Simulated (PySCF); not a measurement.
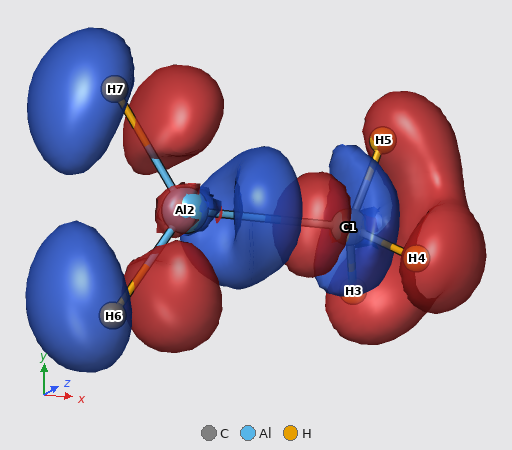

CH5Al, SMILES `C[AlH2]`. Change of the electron density in a uniform field of 0.21 V/Å, surfaces at ±0.002 e/Å³ (blue: gain, red: loss).

PySCF calculation, PBE0/def2-TZVP, gas phase; geometry: GFN2-xTB. No frequency check shows the geometry to be a minimum. A basis without diffuse functions makes polarisabilities too small.

Cartesian coordinates (Å):

```
C1       1.2594   -0.0014   -0.0006
Al2     -0.7249   -0.0013   -0.0002
H3       1.6904   -0.4987   -0.8765
H4       1.6880   -0.5104    0.8741
H5       1.6622    1.0200    0.0071
H6      -1.5979   -1.2825    0.0003
H7      -1.5753    1.2965    0.0017
```

**Along which Cartesian direction does the field point?**

Along +x: electrons gather on the −x side, against the field.

**What dipole is induced, and what polarisability does it imply?**

The induced dipole is 0.49 D (along the field); α along this axis, from the fields in both directions, is 48 bohr³ (7.1 Å³).

**Which atoms gain and lose the most charge?**

Electrons gather most on H6 (Hirshfeld charge changes by −0.007 e) and leave H3 and H4 alike most (+0.006 e); 0.043 electrons are displaced in all.
